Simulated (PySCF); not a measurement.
SMILES [SiH3]C[Si](Cl)(Cl)Cl, singlet at its B3LYP/def2-SVP optimised geometry (Å):

```
11

Si    -1.9964    -1.1452    -1.7178
C     -0.1137    -1.0008    -1.4857
Si     0.5355    -0.0953     0.0000
Cl    -0.1094     1.8685     0.0000
Cl     2.6038    -0.0953     0.0000
Cl    -0.1087    -0.9953     1.7458
H     -2.6038    -1.8685    -0.5665
H     -2.6072     0.2082    -1.8308
H     -2.2617    -1.9087    -2.9712
H      0.3129    -2.0194    -1.4568
H      0.3105    -0.5063    -2.3778
```

Method: B3LYP/def2-TZVP run with PySCF 2.14.0.

Map of the log10 of the electron density (e/bohr³), floored at −4 on the plane z = 1.0 Å:

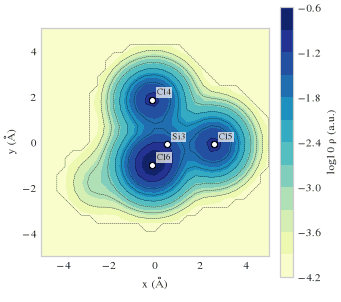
Fig. 1. Log10 of the electron density (e/bohr³), floored at −4 on the plane z = 1.0 Å.
